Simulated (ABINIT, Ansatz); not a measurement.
# GaAs (F-43m): modes at Γ and the response to a field, part 2 of 2

Which modes does GaAs (F-43m) have at the zone centre?

ABINIT 10.8.3; DFT LDA, scalar-relativistic, plane waves, HGH norm-conserving pseudopotentials.

So far. Step 3 (Ground state): The cell stands at -0.25 GPa: the relaxation ran with a smoothed cutoff and on another k mesh. Step 5 (Linear response at Γ): The acoustic modes at Γ come out as far as 1.2 cm⁻¹ from zero, where they should vanish, a small numerical error; the Born charges miss their sum rule by 0.020 e, which is fair. The relaxed cell has a = 5.528 Å (conventional setting).

**6. Zone-centre analysis**

anaddb reads the merged derivatives, imposes the acoustic sum rule and charge neutrality, and adds the LO-TO term along chosen directions.

anaddb.abi

```
ddb_filepath "gamma_DDB"
output_file "anaddb.abo"
outdata_prefix "anaddb"
asr 1
chneut 1
enunit 2
eivec 1
nph1l 1
qph1l 0.0 0.0 0.0 1.0
dieflag 1
nph2l 3
qph2l 
    1.0 0.0 0.0 0.0
    0.0 0.0 1.0 0.0
    1.0 1.0 1.0 0.0
```

mrgddb.in

```
gamma_DDB
merged
2
dfpt_gammao_DS2_DDB
gso_DDB
```

Launch:

```sh
mrgddb < mrgddb.in > mrgddb.log
OMP_NUM_THREADS=1 anaddb anaddb.abi > anaddb.log
```

anaddb.abo, the main output file:

```text
[banners, grids, parts of the stress and lines that vanish by symmetry left out]
-outvars_anaddb: echo values of input variables ----------------------

 Flags :
[...]
Dielectric Tensor and Effective Charges
[...]
Effective charge tensors after
[...]
Phonon wavevector (reduced coordinates) :  0.00000  0.00000  0.00000
 Phonon energies in Hartree :
[...]
Phonon energies in meV     :
-  0.000000E+00  0.000000E+00  0.000000E+00  3.369417E+01  3.369417E+01
-  3.369417E+01
 Phonon frequencies in cm-1    :
-  0.000000E+00  0.000000E+00  0.000000E+00  2.717618E+02  2.717618E+02
-  2.717618E+02
 Phonon frequencies in Thz     :
-  0.000000E+00  0.000000E+00  0.000000E+00  8.147215E+00  8.147215E+00
-  8.147215E+00
 Phonon energies in Kelvin  :
-  0.000000E+00  0.000000E+00  0.000000E+00  3.910047E+02  3.910047E+02
-  3.910047E+02
[...]
-  1  0.00000000E+00  0.00000000E+00 -1.94746142E-03
-     0.00000000E+00  0.00000000E+00  0.00000000E+00
-  2  0.00000000E+00  0.00000000E+00 -1.94746132E-03
-     0.00000000E+00  0.00000000E+00  0.00000000E+00
[...]
-  1  0.00000000E+00  1.94746142E-03  0.00000000E+00
-     0.00000000E+00  0.00000000E+00  0.00000000E+00
-  2  0.00000000E+00  1.94746132E-03  0.00000000E+00
-     0.00000000E+00  0.00000000E+00  0.00000000E+00
[...]
-  1  1.94746142E-03  0.00000000E+00  0.00000000E+00
-     0.00000000E+00  0.00000000E+00  0.00000000E+00
-  2  1.94746132E-03  0.00000000E+00  0.00000000E+00
-     0.00000000E+00  0.00000000E+00  0.00000000E+00
[...]
-  1  0.00000000E+00  0.00000000E+00  2.01875819E-03
-     0.00000000E+00  0.00000000E+00  0.00000000E+00
-  2  0.00000000E+00  0.00000000E+00 -1.87868256E-03
-     0.00000000E+00  0.00000000E+00  0.00000000E+00
[...]
-  1  0.00000000E+00  2.01875818E-03  0.00000000E+00
-     0.00000000E+00  0.00000000E+00  0.00000000E+00
-  2  0.00000000E+00 -1.87868256E-03  0.00000000E+00
-     0.00000000E+00  0.00000000E+00  0.00000000E+00
[...]
-  1  2.01875818E-03  0.00000000E+00  0.00000000E+00
-     0.00000000E+00  0.00000000E+00  0.00000000E+00
-  2 -1.87868256E-03  0.00000000E+00  0.00000000E+00
-     0.00000000E+00  0.00000000E+00  0.00000000E+00
[...]
-     1          0.000000     0.000000    -0.000000     0.000000
-     2          0.000000     0.000000     0.000000     0.000000
-     3          0.000000    -0.000000    -0.000000     0.000000
-     4         -0.000000     0.000000     2.842868     2.842868
-     5          0.000087     2.842868    -0.000000     2.842868
-     6          2.842868    -0.000087     0.000000     2.842868
[...]
-   1     Real    0.0000E+00  0.0000E+00  0.0000E+00  0.0000E+00  0.0000E+00  0.0000E+00  0.0000E+00
[...]
-   2     Real    0.0000E+00  0.0000E+00  0.0000E+00  0.0000E+00  0.0000E+00  0.0000E+00  0.0000E+00
[...]
-   3     Real    0.0000E+00  0.0000E+00  0.0000E+00  0.0000E+00  0.0000E+00  0.0000E+00  0.0000E+00
[...]
-   4     Real    0.0000E+00  0.0000E+00  6.1461E-05  0.0000E+00  0.0000E+00  0.0000E+00  6.1461E-05
[...]
-   5     Real    5.8162E-14  6.1461E-05  0.0000E+00  1.8907E-09  0.0000E+00  0.0000E+00  6.1461E-05
[...]
-   6     Real    6.1461E-05  5.8162E-14  0.0000E+00 -1.8907E-09  0.0000E+00  0.0000E+00  6.1461E-05
[...]
Phonon at Gamma, with non-analyticity in the
[...]
Phonon energies in Hartree :
[...]
Phonon energies in meV     :
-  0.000000E+00  0.000000E+00  0.000000E+00  3.369417E+01  3.369417E+01
-  3.602951E+01
 Phonon frequencies in cm-1    :
-  0.000000E+00  0.000000E+00  0.000000E+00  2.717618E+02  2.717618E+02
-  2.905976E+02
 Phonon frequencies in Thz     :
-  0.000000E+00  0.000000E+00  0.000000E+00  8.147215E+00  8.147215E+00
-  8.711896E+00
 Phonon energies in Kelvin  :
-  0.000000E+00  0.000000E+00  0.000000E+00  3.910047E+02  3.910047E+02
-  4.181051E+02
[...]
-  1  0.00000000E+00  0.00000000E+00 -1.94746142E-03
-     0.00000000E+00  0.00000000E+00  0.00000000E+00
-  2  0.00000000E+00  0.00000000E+00 -1.94746132E-03
-     0.00000000E+00  0.00000000E+00  0.00000000E+00
[...]
Phonon at Gamma, with non-analyticity in the
[...]
Phonon energies in Hartree :
[...]
Phonon energies in meV     :
-  0.000000E+00  0.000000E+00  0.000000E+00  3.369417E+01  3.369417E+01
-  3.602951E+01
 Phonon frequencies in cm-1    :
-  0.000000E+00  0.000000E+00  0.000000E+00  2.717618E+02  2.717618E+02
-  2.905976E+02
 Phonon frequencies in Thz     :
-  0.000000E+00  0.000000E+00  0.000000E+00  8.147215E+00  8.147215E+00
-  8.711896E+00
 Phonon energies in Kelvin  :
-  0.000000E+00  0.000000E+00  0.000000E+00  3.910047E+02  3.910047E+02
-  4.181051E+02
[...]
Phonon at Gamma, with non-analyticity in the
[...]
Phonon energies in Hartree :
[...]
Phonon energies in meV     :
-  0.000000E+00  0.000000E+00  0.000000E+00  3.369417E+01  3.369417E+01
-  3.602951E+01
 Phonon frequencies in cm-1    :
-  0.000000E+00  0.000000E+00  0.000000E+00  2.717618E+02  2.717618E+02
-  2.905976E+02
 Phonon frequencies in Thz     :
-  0.000000E+00  0.000000E+00  0.000000E+00  8.147215E+00  8.147215E+00
-  8.711896E+00
 Phonon energies in Kelvin  :
-  0.000000E+00  0.000000E+00  0.000000E+00  3.910047E+02  3.910047E+02
-  4.181051E+02
[...]
-  1  0.00000000E+00  1.94746142E-03  0.00000000E+00
-     0.00000000E+00  0.00000000E+00  0.00000000E+00
-  2  0.00000000E+00  1.94746132E-03  0.00000000E+00
-     0.00000000E+00  0.00000000E+00  0.00000000E+00
[...]
-  1  1.94746142E-03  0.00000000E+00  0.00000000E+00
-     0.00000000E+00  0.00000000E+00  0.00000000E+00
-  2  1.94746132E-03  0.00000000E+00  0.00000000E+00
-     0.00000000E+00  0.00000000E+00  0.00000000E+00
[...]
-  1  2.67174266E-04  1.27501350E-03 -1.54218776E-03
-     0.00000000E+00  0.00000000E+00  0.00000000E+00
-  2 -2.48635838E-04 -1.18654410E-03  1.43517994E-03
-     0.00000000E+00  0.00000000E+00  0.00000000E+00
[...]
-  1  1.62651191E-03 -1.04463566E-03 -5.81876252E-04
-     0.00000000E+00  0.00000000E+00  0.00000000E+00
-  2 -1.51365308E-03  9.72151494E-04  5.41501589E-04
-     0.00000000E+00  0.00000000E+00  0.00000000E+00
[...]
Direction                     Dielectric constant
[...]
0.00000   0.00000   1.00000     14.09451031
   1.00000   1.00000   1.00000     14.09451031
-
```

Run time: 2 s. Hardware: 1 thread of Intel Xeon Platinum 8488C (Sapphire Rapids), shared host.

Read from the output:

| Quantity | Value |
| --- | --- |
| mean static dielectric constant | 14.09 |
| highest mode moved by the LO-TO term | 290.6 cm⁻¹ |

No LO-TO term; unit eigenvectors of the mass-weighted matrix, from anaddb's displacements. The modes at Γ (shares of kinetic energy by element, %):

| mode | frequency (cm⁻¹) | symmetry | Ga % | As % |
| --- | --- | --- | --- | --- |
| 1 | 0.0 | acoustic | 48 | 52 |
| 2 | 0.0 | acoustic | 48 | 52 |
| 3 | 0.0 | acoustic | 48 | 52 |
| 4 | 271.8 | T2 | 52 | 48 |
| 5 | 271.8 | T2 | 52 | 48 |
| 6 | 271.8 | T2 | 52 | 48 |

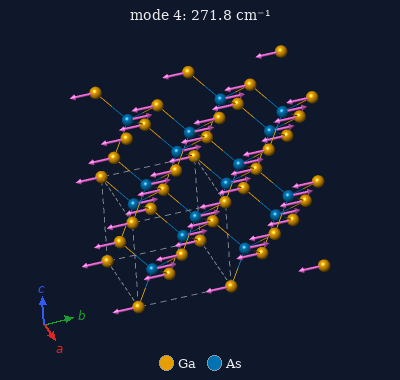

Displacement patterns of mode 4 at Γ; arrows are exaggerated. Bonds to atoms that aren't drawn are left out. 1×2×2 conventional cells are drawn. Some periodic images of atoms are drawn too.

Trace of the oscillator strength, degenerate modes summed. Infrared lines, with heights relative to the strongest:

| position (cm⁻¹) | lines merged | IR intensity, relative |
| --- | --- | --- |
| 272 | 3 | 100 |

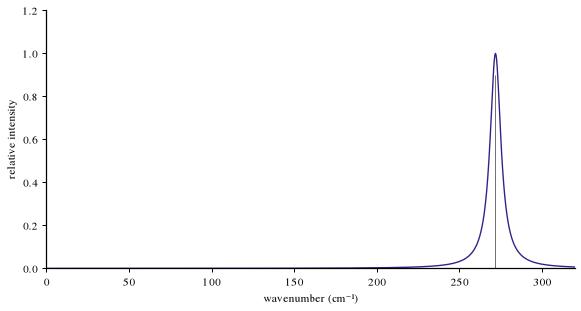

The infrared spectrum, broadened with Lorentzians of width 8 cm⁻¹; bars mark the lines.

Static dielectric tensor (ions relaxed, fixed cell):

```
14.09  0.00  0.00
 0.00 14.09  0.00
 0.00  0.00 14.09
```

The rule moves no optical mode by more than 0.1 cm⁻¹.

**7. Sum rules set otherwise (asr 0)**

Without the rule the raw error of the acoustic modes shows.

anaddb.abi: that of step 6 with these lines changed.

```diff
@@ -3,4 +3,4 @@
 outdata_prefix "anaddb"
-asr 1
-chneut 1
+asr 0
+chneut 0
 enunit 2
```

mrgddb.in is that of step 6.

anaddb.abo, the main output file:

```text
[banners, grids, parts of the stress and lines that vanish by symmetry left out]
-outvars_anaddb: echo values of input variables ----------------------

 Flags :
[...]
Dielectric Tensor and Effective Charges
[...]
Effective charge tensors after
[...]
Phonon wavevector (reduced coordinates) :  0.00000  0.00000  0.00000
 Phonon energies in Hartree :
[...]
Phonon energies in meV     :
- -1.478222E-01 -1.478222E-01 -1.478222E-01  3.369387E+01  3.369387E+01
-  3.369387E+01
 Phonon frequencies in cm-1    :
- -1.192266E+00 -1.192266E+00 -1.192266E+00  2.717594E+02  2.717594E+02
-  2.717594E+02
 Phonon frequencies in Thz     :
- -3.574324E-02 -3.574324E-02 -3.574324E-02  8.147142E+00  8.147142E+00
-  8.147142E+00
 Phonon energies in Kelvin  :
- -1.715405E+00 -1.715405E+00 -1.715405E+00  3.910011E+02  3.910011E+02
-  3.910011E+02
[...]
-  1  0.00000000E+00  0.00000000E+00 -1.94742699E-03
-     0.00000000E+00  0.00000000E+00  0.00000000E+00
-  2  0.00000000E+00  0.00000000E+00 -1.94749336E-03
-     0.00000000E+00  0.00000000E+00  0.00000000E+00
[...]
-  1  0.00000000E+00 -1.94742699E-03  0.00000000E+00
-     0.00000000E+00  0.00000000E+00  0.00000000E+00
-  2  0.00000000E+00 -1.94749336E-03  0.00000000E+00
-     0.00000000E+00  0.00000000E+00  0.00000000E+00
[...]
-  1  1.94742699E-03  0.00000000E+00  0.00000000E+00
-     0.00000000E+00  0.00000000E+00  0.00000000E+00
-  2  1.94749336E-03  0.00000000E+00  0.00000000E+00
-     0.00000000E+00  0.00000000E+00  0.00000000E+00
[...]
-  1  0.00000000E+00  0.00000000E+00  2.01879140E-03
-     0.00000000E+00  0.00000000E+00  0.00000000E+00
-  2  0.00000000E+00  0.00000000E+00 -1.87864934E-03
-     0.00000000E+00  0.00000000E+00  0.00000000E+00
[...]
-  1  0.00000000E+00 -2.01879140E-03  0.00000000E+00
-     0.00000000E+00  0.00000000E+00  0.00000000E+00
-  2  0.00000000E+00  1.87864934E-03  0.00000000E+00
-     0.00000000E+00  0.00000000E+00  0.00000000E+00
[...]
-  1  2.01879140E-03  0.00000000E+00  0.00000000E+00
-     0.00000000E+00  0.00000000E+00  0.00000000E+00
-  2 -1.87864934E-03  0.00000000E+00  0.00000000E+00
-     0.00000000E+00  0.00000000E+00  0.00000000E+00
[...]
-     1         -0.000000     0.000001     0.014400     0.014400
-     2         -0.000000     0.014400    -0.000001     0.014400
-     3         -0.014400    -0.000000    -0.000000     0.014400
-     4         -0.000000    -0.000000     2.842350     2.842350
-     5          0.000059    -2.842350     0.000000     2.842350
-     6          2.842350     0.000059     0.000000     2.842350
[...]
-   1     Real    0.0000E+00  0.0000E+00  1.5729E-09  0.0000E+00 -3.9905E-14  6.9007E-14  1.5729E-09
[...]
-   2     Real    0.0000E+00  1.5729E-09  0.0000E+00 -2.4709E-14  0.0000E+00 -6.9008E-14  1.5729E-09
[...]
-   3     Real    1.5729E-09  0.0000E+00  0.0000E+00  2.4710E-14  3.9904E-14  0.0000E+00  1.5729E-09
[...]
-   4     Real    0.0000E+00  0.0000E+00  6.1439E-05  0.0000E+00  0.0000E+00  0.0000E+00  6.1439E-05
[...]
-   5     Real    2.6747E-14  6.1439E-05  0.0000E+00 -1.2819E-09  0.0000E+00  0.0000E+00  6.1439E-05
[...]
-   6     Real    6.1439E-05  2.6747E-14  0.0000E+00  1.2819E-09  0.0000E+00  0.0000E+00  6.1439E-05
[...]
Phonon at Gamma, with non-analyticity in the
[...]
Phonon energies in Hartree :
[...]
Phonon energies in meV     :
- -1.478222E-01 -1.478222E-01 -1.349332E-01  3.369387E+01  3.369387E+01
-  3.602841E+01
 Phonon frequencies in cm-1    :
- -1.192266E+00 -1.192266E+00 -1.088309E+00  2.717594E+02  2.717594E+02
-  2.905887E+02
 Phonon frequencies in Thz     :
- -3.574324E-02 -3.574324E-02 -3.262670E-02  8.147142E+00  8.147142E+00
-  8.711631E+00
 Phonon energies in Kelvin  :
- -1.715405E+00 -1.715405E+00 -1.565835E+00  3.910011E+02  3.910011E+02
-  4.180923E+02
[...]
-  1  0.00000000E+00  0.00000000E+00  1.94742699E-03
-     0.00000000E+00  0.00000000E+00  0.00000000E+00
-  2  0.00000000E+00  0.00000000E+00  1.94749336E-03
-     0.00000000E+00  0.00000000E+00  0.00000000E+00
[...]
Phonon at Gamma, with non-analyticity in the
[...]
Phonon energies in Hartree :
[...]
Phonon energies in meV     :
- -1.478222E-01 -1.478222E-01 -1.349332E-01  3.369387E+01  3.369387E+01
-  3.602841E+01
 Phonon frequencies in cm-1    :
- -1.192266E+00 -1.192266E+00 -1.088310E+00  2.717594E+02  2.717594E+02
-  2.905887E+02
 Phonon frequencies in Thz     :
- -3.574324E-02 -3.574324E-02 -3.262670E-02  8.147142E+00  8.147142E+00
-  8.711631E+00
 Phonon energies in Kelvin  :
- -1.715405E+00 -1.715405E+00 -1.565835E+00  3.910011E+02  3.910011E+02
-  4.180923E+02
[...]
Phonon at Gamma, with non-analyticity in the
[...]
Phonon energies in Hartree :
[...]
Phonon energies in meV     :
- -1.478222E-01 -1.478222E-01 -1.349332E-01  3.369387E+01  3.369387E+01
-  3.602841E+01
 Phonon frequencies in cm-1    :
- -1.192266E+00 -1.192266E+00 -1.088310E+00  2.717594E+02  2.717594E+02
-  2.905887E+02
 Phonon frequencies in Thz     :
- -3.574324E-02 -3.574324E-02 -3.262670E-02  8.147142E+00  8.147142E+00
-  8.711631E+00
 Phonon energies in Kelvin  :
- -1.715405E+00 -1.715405E+00 -1.565835E+00  3.910011E+02  3.910011E+02
-  4.180923E+02
[...]
-  1  1.57838442E-03 -9.55810565E-04 -6.22575845E-04
-     0.00000000E+00  0.00000000E+00  0.00000000E+00
-  2  1.57843821E-03 -9.55843139E-04 -6.22597062E-04
-     0.00000000E+00  0.00000000E+00  0.00000000E+00
[...]
-  1  1.12508773E-03  1.12508648E-03  1.12508606E-03
-     0.00000000E+00  0.00000000E+00  0.00000000E+00
-  2  1.12369842E-03  1.12369716E-03  1.12369674E-03
-     0.00000000E+00  0.00000000E+00  0.00000000E+00
[...]
-  1  2.67176114E-04  1.27503611E-03 -1.54221223E-03
-     0.00000000E+00  0.00000000E+00  0.00000000E+00
-  2 -2.48629072E-04 -1.18652465E-03  1.43515372E-03
-     0.00000000E+00  0.00000000E+00  0.00000000E+00
[...]
-  1  1.62653909E-03 -1.04465085E-03 -5.81888242E-04
-     0.00000000E+00  0.00000000E+00  0.00000000E+00
-  2 -1.51362671E-03  9.72132448E-04  5.41494264E-04
-     0.00000000E+00  0.00000000E+00  0.00000000E+00
[...]
Direction                     Dielectric constant
[...]
0.00000   0.00000   1.00000     14.09390647
   1.00000   1.00000   1.00000     14.09390647
-
```

It took 1.1 s on 1 thread.

Zone-centre frequencies as printed; negative means imaginary. Modes:

| mode | frequency (cm⁻¹) |
| --- | --- |
| 1 | -1.19 |
| 2 | -1.19 |
| 3 | -1.19 |
| 4 | 271.8 |
| 5 | 271.8 |
| 6 | 271.8 |

**8. Results**

| Quantity | Value |
| --- | --- |
| space group after relaxation | F-43m |
| volume per atom | 21.1 Å³ |
| highest optical zone-centre mode (no LO-TO term) | 271.8 cm⁻¹ |
| highest mode moved by the LO-TO term | 290.6 cm⁻¹ |
| mean high-frequency dielectric constant | 12.3 |
| largest Born charge in size (third of the trace) | 2.02 e |
| mean static dielectric constant | 14.1 |
| imaginary optical modes at the zone centre (no q mesh in this session) | none |

What this shows: At the LDA level the optical modes of GaAs (F-43m) at the zone centre (no LO-TO term) lie at 272 cm⁻¹. Along the directions run, the highest mode that the macroscopic field moves lies at 291 cm⁻¹. Lattice motion raises the mean dielectric constant from 12.33 to 14.09. The Born charge of Ga is 2.001 e against a formal charge of +3: moving the atom carries less polarisation than a rigid ion would, as is usual in tetrahedral, largely covalent crystals. The Lyddane-Sachs-Teller relation holds: (ωLO/ωTO)² is 1.14 and ε₀/ε∞ is 1.14. These are harmonic frequencies at zero temperature: anharmonic shifts and linewidths and thermal expansion are left out. The HGH files keep few electrons and have no core correction, which is cheap but rough for As and Ga.

[Host names and launcher messages were left out of these logs when they were recorded.]

[Logs are printed without paths, hosts, clocks, repeated set-up lines and the standing remarks that a program may print on its own settings, such as how far it seeks lower states.]

[Hosts, paths, dates, database ids (printed as entryN), source tags and the programs' standing remarks are cut or masked in the printed files.]
